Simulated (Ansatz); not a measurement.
## Electronic structure of Cl4Ti···HF in real space

| atom | x (Å) | y (Å) | z (Å) |
| --- | --- | --- | --- |
| Ti | 0.1905 | -0.0020 | -0.0524 |
| Cl | 0.3299 | -0.0041 | 2.2607 |
| Cl | 2.2136 | 0.0016 | -0.7670 |
| Cl | -0.7143 | 1.7976 | -0.8007 |
| Cl | -0.7101 | -1.8006 | -0.8069 |
| F | -2.6086 | -0.0073 | 1.1038 |
| H | -2.2122 | 0.0146 | 1.9309 |

Not at a stationary point (largest force 1.6 eV/Å).

The calculation used Ansatz, RKS BHLYP-D4/def2-SVP.

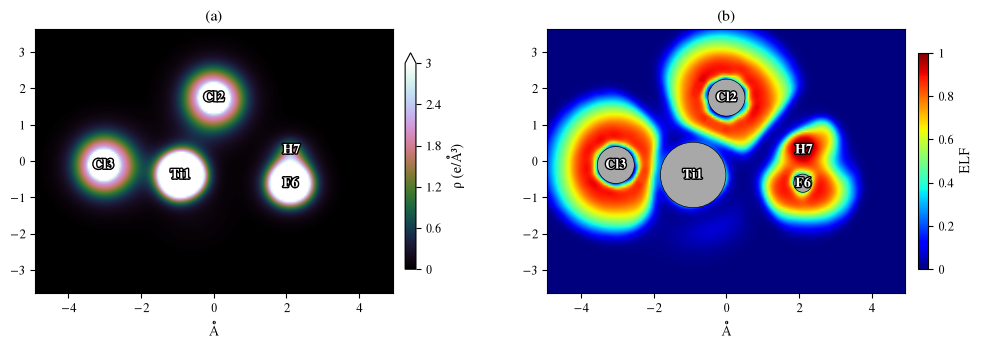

Figure 1. (a) total electron density; (b) electron localisation function on the plane of atoms Cl2, Ti1 and Cl3. Grey discs cover the atomic cores in the ELF map.

**Describe what can be read from this map.**

- The section cuts through Ti, Cl, F and H sites.
- Ti1···F6 (3.03 Å): the density falls to about 0.05 e/Å³ on the way; the ELF dips to about 0 between them.
- Ti–Cl (2.15 Å): ρ is about 0.73 e/Å³ halfway; the ELF peaks at about 0.85 in the valence shell of Cl, 0.8 Å from its nucleus, and is about 0.40 at the midpoint.
- F–H (0.92 Å): ρ at the midpoint is about 4.7 e/Å³; the ELF climbs to about 1 towards the hydrogen, as it does in any bond to H (an ordinary covalent bond to hydrogen).
- Ti–Cl (2.32 Å): ρ is about 0.52 e/Å³ halfway; the ELF peaks at about 0.85 in the valence shell of Cl, 0.9 Å from its nucleus, and is about 0.45 at the midpoint.
- The ELF also peaks beside F6, away from the bonds: lone-pair regions.

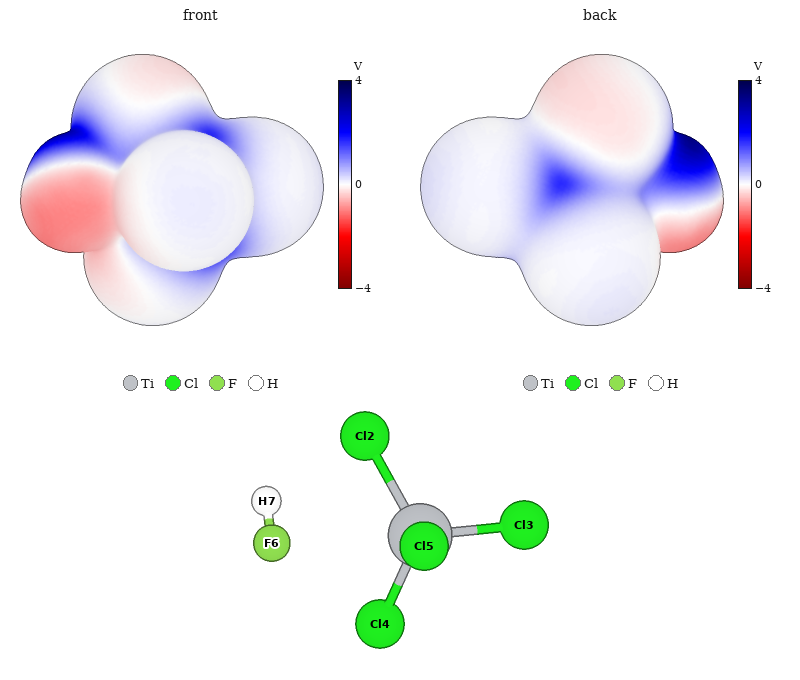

Figure 2. The molecular electrostatic potential painted on the density surface at 0.002 e/bohr³, seen from the front and from behind; red is negative and blue positive. The bare structure is drawn below in the same view.

**Which sites attract a positive test charge, and which a negative one?**

A positive charge is drawn to the negative regions and a negative charge to the positive ones. The most negative region (about −1.0 V) lies over F6, the most positive (about +3.1 V) over H7.

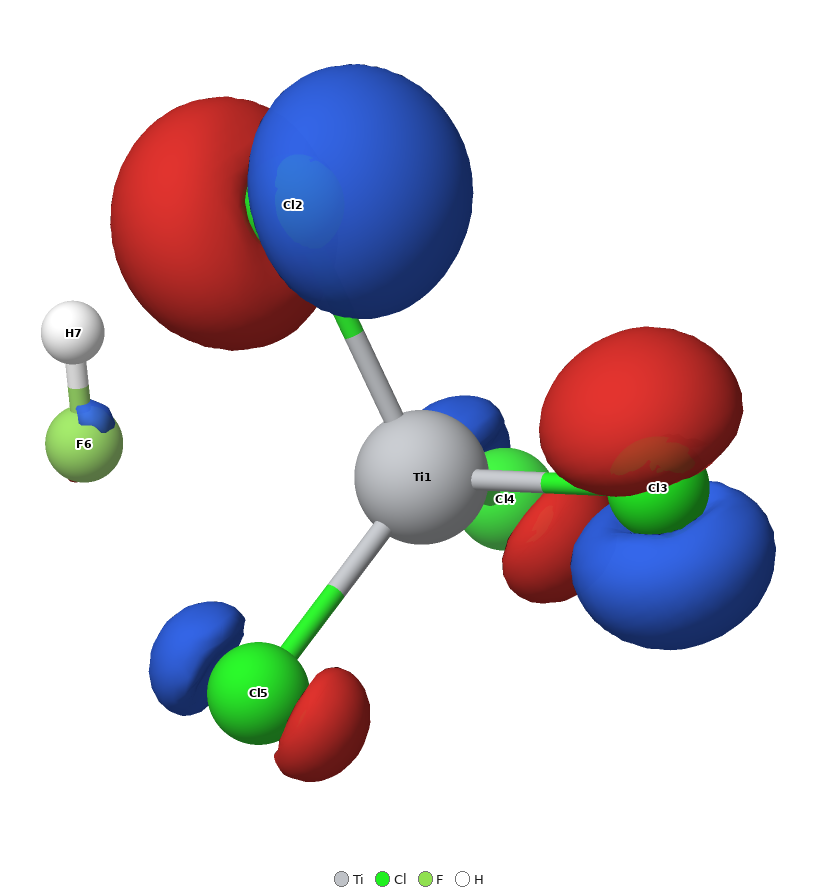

Figure 3. The HOMO−1 at ±0.15 Å⁻³ᐟ² (red and blue are the two phases), seen at a tilt.

**Where does this orbital lie, and at what energy?**

It lies mainly on Cl2 (about 55 %), Cl3 (about 25 %), Cl4 (about 5 %) and Cl5 (about 5 %); largely a combination of lone pairs on Cl2, Cl3, Cl4 and Cl5. Its energy is −10.66 eV.

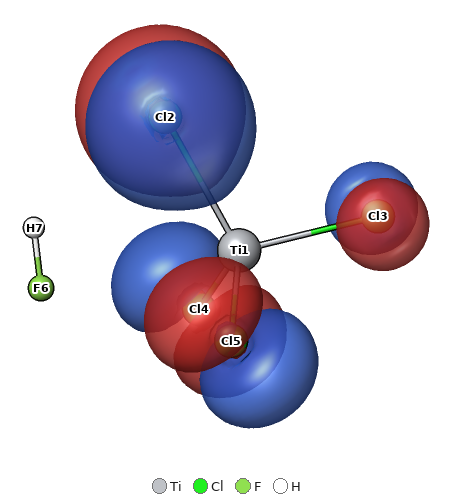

Figure 4. The HOMO at ±0.08 Å⁻³ᐟ² (red and blue are the two phases), seen across its widest extent.

**Describe this orbital and give its energy.**

Its weight (Hirshfeld) is mainly on Cl2 (about 60 %), Cl4 (about 15 %) and Cl5 (about 15 %). Its energy is −10.63 eV.
